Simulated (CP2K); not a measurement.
# C2H3ClSi (SMILES ClC1=C[SiH2]1) at BLYP-D3(BJ)/DZVP-MOLOPT-SR-GTH (core potential)

What is the vertical singlet–triplet gap of C2H3ClSi at BLYP-D3(BJ)/DZVP-MOLOPT-SR-GTH (core potential)? 

Program for the calculation: CP2K 2026.2.

2 further runs of the same task are left out: 2 set aside as unsound or not needed.

### 1 The system as given

C2H3ClSi has 7 atoms, charge 0, and is taken as a singlet. As SMILES, `ClC1=C[SiH2]1`. The coordinates come from a PBE0-D4/def2-TZVP relaxation.

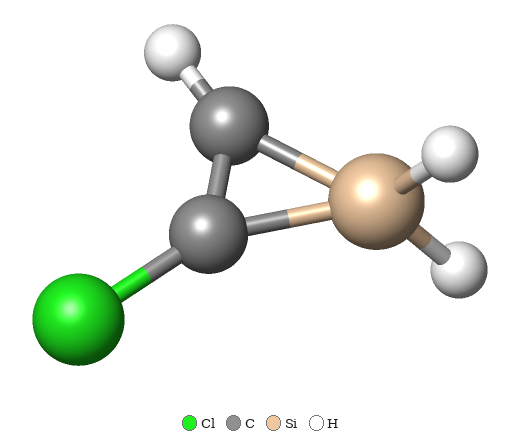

The structure, seen from a chosen angle (chlorine green, carbon grey, silicon light orange, hydrogen white).

### 2 The energy at BLYP-D3(BJ)/DZVP-MOLOPT-SR-GTH (core potential)

Contents of gas.inp:

```
&GLOBAL
  PROJECT gas
  RUN_TYPE ENERGY
  PRINT_LEVEL MEDIUM
&END GLOBAL
&FORCE_EVAL
  METHOD QUICKSTEP
  &DFT
    BASIS_SET_FILE_NAME BASIS_MOLOPT
    POTENTIAL_FILE_NAME GTH_POTENTIALS
    CHARGE 0
    MULTIPLICITY 1
    &QS
      METHOD GPW
      EPS_DEFAULT 1.0E-10
    &END QS
    &MGRID
      CUTOFF 400
      REL_CUTOFF 50
      NGRIDS 4
    &END MGRID
    &POISSON
      PERIODIC NONE
      POISSON_SOLVER MULTIPOLE
    &END POISSON
    &SCF
      SCF_GUESS ATOMIC
      EPS_SCF 1.0E-06
      MAX_SCF 80
      ADDED_MOS 3
      &DIAGONALIZATION
        ALGORITHM STANDARD
      &END DIAGONALIZATION
      &MIXING
        METHOD BROYDEN_MIXING
        ALPHA 0.3
        NBUFFER 4
      &END MIXING
    &END SCF
    &XC
      &XC_FUNCTIONAL BLYP
      &END XC_FUNCTIONAL
      &VDW_POTENTIAL
        POTENTIAL_TYPE PAIR_POTENTIAL
        &PAIR_POTENTIAL
          TYPE DFTD3(BJ)
          PARAMETER_FILE_NAME dftd3.dat
          REFERENCE_FUNCTIONAL BLYP
          R_CUTOFF 15
        &END PAIR_POTENTIAL
      &END VDW_POTENTIAL
    &END XC
    &PRINT
      &MOMENTS
        PERIODIC F
        REFERENCE COM
        MAX_MOMENT 1
      &END MOMENTS
      &MO ON
        ENERGIES T
        OCCUPATION_NUMBERS T
        NDIGITS 6
        &EACH
          QS_SCF 0
        &END EACH
        ADD_LAST NUMERIC
      &END MO
      &HIRSHFELD OFF
      &END HIRSHFELD
    &END PRINT
  &END DFT
  &SUBSYS
    &CELL
      ABC [angstrom] 9.9 11.3 9.8
      PERIODIC NONE
    &END CELL
    &COORD
      SCALED T
      Cl   0.35370202   0.30953097   0.58775510
      C    0.43564141   0.43992035   0.56241837
      C    0.55632828   0.48327434   0.59338776
      Si   0.45302525   0.58961062   0.50097959
      H    0.64629798   0.45284956   0.64531633
      H    0.38717677   0.69046903   0.57115306
      H    0.47663131   0.61568142   0.35468367
    &END COORD
    &KIND Cl
      BASIS_SET DZVP-MOLOPT-SR-GTH-q7
      POTENTIAL GTH-BLYP-q7
    &END KIND
    &KIND C
      BASIS_SET DZVP-MOLOPT-SR-GTH-q4
      POTENTIAL GTH-BLYP-q4
    &END KIND
    &KIND Si
      BASIS_SET DZVP-MOLOPT-SR-GTH-q4
      POTENTIAL GTH-BLYP-q4
    &END KIND
    &KIND H
      BASIS_SET DZVP-MOLOPT-SR-GTH-q1
      POTENTIAL GTH-BLYP-q1
    &END KIND
  &END SUBSYS
&END FORCE_EVAL
```

Started as:

```bash
$ OMP_NUM_THREADS=1 cp2k.psmp -i gas.inp > gas.out 2>&1
```

The log of the run:

```text
CP2K| version string:                                       CP2K version 2026.2
[...]
 GLOBAL| Method name                                                        CP2K
[...]
 GLOBAL| Run type                                                         ENERGY
[...]
 DFT| Spin restricted Kohn-Sham (RKS) calculation                            RKS
 DFT| Multiplicity                                                             1
[...]
 DFT| Charge                                                                   0
[...]
 FUNCTIONAL| BECKE88:
 FUNCTIONAL| LYP:
[...]
 QS| Method:                                                                 GPW
[...]
 QS| Density cutoff [a.u.]:                                                200.0
[...]
 QS| Relative density cutoff [a.u.]:                                        25.0
[...]
                             - Atoms:                                          7
[...]
                             - Spherical basis functions:                     67
[...]
 Number of electrons:                                                         22
[...]
     1 NoMix/Diag. 0.30E+00    0.9     1.20233677       -31.3867822591 -3.14E+01
[...]
    22 Broy./Diag. 0.30E+00    1.1     0.00000078       -31.8569175901  5.51E-06
  *** SCF run converged in    22 steps ***
[...]
  Overlap energy of the core charge distribution:               0.00000142572108
  Self energy of the core charge distribution:                -74.90516021758984
  Core Hamiltonian energy:                                     19.81034118358274
  Hartree energy:                                              31.76439766011556
  Exchange-correlation energy:                                 -8.51298279454303
  Dispersion energy:                                           -0.01351484733990
  Total energy:                                               -31.85691759005338
[...]
                     Mulliken Population Analysis
 #  Atom  Element  Kind  Atomic population                           Net charge
       1     Cl       1          7.018417                             -0.018417
       2     C        2          4.092912                             -0.092912
       3     C        2          4.084066                             -0.084066
       4     Si       3          3.893944                              0.106056
       5     H        4          0.965318                              0.034682
       6     H        4          0.972804                              0.027196
       7     H        4          0.972539                              0.027461
 # Total charge                             22.000000                 -0.000000
[...]
  Dipole moment [Debye]
    X=  0.6427385E+00 Y=  0.8685796E+00 Z= -0.8641025E-01  Total=      1.0839788
 ENERGY| Total FORCE_EVAL ( QS ) energy [hartree]            -31.856917590053385
[...]
```

Wall time 26 s (1 thread of Arm Neoverse V1, shared host); peak memory 1.2 GiB.

### 3 The triplet, same level

Contents of run.inp:

```
&GLOBAL
  PROJECT_NAME run
  RUN_TYPE ENERGY
  PRINT_LEVEL MEDIUM
&END GLOBAL

&FORCE_EVAL
  METHOD QS
  &DFT
    BASIS_SET_FILE_NAME BASIS_MOLOPT
    POTENTIAL_FILE_NAME GTH_POTENTIALS
    MULTIPLICITY 3
    LSD T
    &QS
      METHOD GPW
      EPS_DEFAULT 1.0E-10
    &END QS
    ! plane-wave cutoff in Ry
    &MGRID
      CUTOFF 400
      REL_CUTOFF 50
      NGRIDS 4
    &END MGRID
    ! cluster boundary conditions
    &POISSON
      PERIODIC NONE
      POISSON_SOLVER MULTIPOLE
    &END POISSON
    ! SCF settings
    &SCF
      SCF_GUESS ATOMIC
      EPS_SCF 1.0E-05
      MAX_SCF 40
      &OT
        MINIMIZER DIIS
        PRECONDITIONER FULL_ALL
      &END OT
      &OUTER_SCF
        EPS_SCF 1.0E-05
        MAX_SCF 2
      &END OUTER_SCF
    &END SCF
    ! exchange and correlation
    &XC
      &XC_FUNCTIONAL BLYP
      &END XC_FUNCTIONAL
      &VDW_POTENTIAL
        POTENTIAL_TYPE PAIR_POTENTIAL
        &PAIR_POTENTIAL
          TYPE DFTD3(BJ)
          PARAMETER_FILE_NAME dftd3.dat
          REFERENCE_FUNCTIONAL BLYP
          R_CUTOFF 15
        &END PAIR_POTENTIAL
      &END VDW_POTENTIAL
    &END XC
    &PRINT
      &MOMENTS
        PERIODIC F
        REFERENCE COM
        MAX_MOMENT 1
      &END MOMENTS
      &MO_CUBES
        NLUMO 2
        NHOMO -1
        WRITE_CUBE F
      &END MO_CUBES
      &HIRSHFELD OFF
      &END HIRSHFELD
    &END PRINT
  &END DFT
  &SUBSYS
    ! vacuum box
    &CELL
      ABC 9.9 11.3 9.8
      PERIODIC NONE
    &END CELL
    &COORD
      UNIT bohr
      Cl    -2.2094678    -4.3337089     0.7776223
      C     -0.6765220    -1.5493864     0.3084033
      C      1.5813228    -0.6236096     0.8819352
      Si    -0.3513001     1.6470853    -0.8294008
      H      3.2645019    -1.2732975     1.8436168
      H     -1.5832125     3.8008062     0.4701639
      H      0.0903289     2.2037986    -3.5387011
    &END COORD
    &TOPOLOGY
      &CENTER_COORDINATES
      &END CENTER_COORDINATES
    &END TOPOLOGY
    &KIND Cl
      BASIS_SET DZVP-MOLOPT-SR-GTH-q7
      POTENTIAL GTH-BLYP-q7
    &END KIND
    &KIND C
      BASIS_SET DZVP-MOLOPT-SR-GTH-q4
      POTENTIAL GTH-BLYP-q4
    &END KIND
    &KIND Si
      BASIS_SET DZVP-MOLOPT-SR-GTH-q4
      POTENTIAL GTH-BLYP-q4
    &END KIND
    &KIND H
      BASIS_SET DZVP-MOLOPT-SR-GTH-q1
      POTENTIAL GTH-BLYP-q1
    &END KIND
  &END SUBSYS
&END FORCE_EVAL
```

Started as:

```bash
$ OMP_NUM_THREADS=1 cp2k.psmp -i run.inp -o run.out
```

The log of the run, shortened:

```text
CP2K| version string:                                       CP2K version 2026.2
[...]
 GLOBAL| Method name                                                        CP2K
[...]
 GLOBAL| Run type                                                         ENERGY
[...]
 DFT| Spin unrestricted (spin-polarized) Kohn-Sham calculation               UKS
 DFT| Multiplicity                                                             3
[...]
 DFT| Charge                                                                   0
[...]
 FUNCTIONAL| BECKE88:
 FUNCTIONAL| LYP:
[...]
 QS| Method:                                                                 GPW
[...]
 QS| Density cutoff [a.u.]:                                                200.0
[...]
 QS| Relative density cutoff [a.u.]:                                        25.0
[...]
                             - Atoms:                                          7
[...]
                             - Spherical basis functions:                     67
[...]
 Number of electrons:                                                         12
[...]
     1 OT DIIS     0.15E+00    1.8     0.08146266       -29.7908250932 -2.98E+01
[...]
     5 OT DIIS     0.15E+00    2.0     0.00000687       -31.6922703902 -8.58E-08
  *** SCF run converged in     5 steps ***
[...]
  Overlap energy of the core charge distribution:               0.00000142572216
  Self energy of the core charge distribution:                -74.90516021758984
  Core Hamiltonian energy:                                     20.07358134347543
  Hartree energy:                                              31.70524985838885
  Exchange-correlation energy:                                 -8.55242795262245
  Dispersion energy:                                           -0.01351484754951
  Total energy:                                               -31.69227039017535
[...]
                     Mulliken Population Analysis
 #  Atom  Element  Kind  Atomic population (alpha,beta) Net charge  Spin moment
       1     Cl       1         3.598865     3.381610     0.019525     0.217255
       2     C        2         2.456829     1.657451    -0.114281     0.799378
       3     C        2         2.517372     1.598693    -0.116065     0.918678
[...]
  Dipole moment [Debye]
    X=  0.1251373E+00 Y=  0.8796064E+00 Z= -0.3054496E+00  Total=      0.9395032
[...]
 HOMO - LUMO gap [eV] :    0.648909
 ENERGY| Total FORCE_EVAL ( QS ) energy [hartree]            -31.692270390175352
[...]
```

Wall time 92 s (1 thread of Arm Neoverse V1, shared host); peak memory 1.1 GiB.

### 4 What came out

At BLYP-D3(BJ)/DZVP-MOLOPT-SR-GTH (core potential):

```
                                        quantity          value
                           singlet: total energy   -31.85692 Eh
                          singlet: dipole moment         1.08 D
                            singlet: HOMO energy       -6.31 eV
                            singlet: LUMO energy       -0.98 eV
                          singlet: HOMO–LUMO gap        5.33 eV
                      singlet: dispersion energy  -35.48 kJ/mol
                           triplet: total energy   -31.69227 Eh
                          triplet: dipole moment         0.94 D
     triplet: HOMO energy (highest over α and β)       -1.88 eV
                      triplet: dispersion energy  -35.48 kJ/mol
                                   triplet: ⟨S²⟩          2.011
vertical energy of the triplet above the singlet       4.480 eV
```

What this shows: At this shape the triplet lies 4.48 eV (103 kcal/mol) above the singlet.
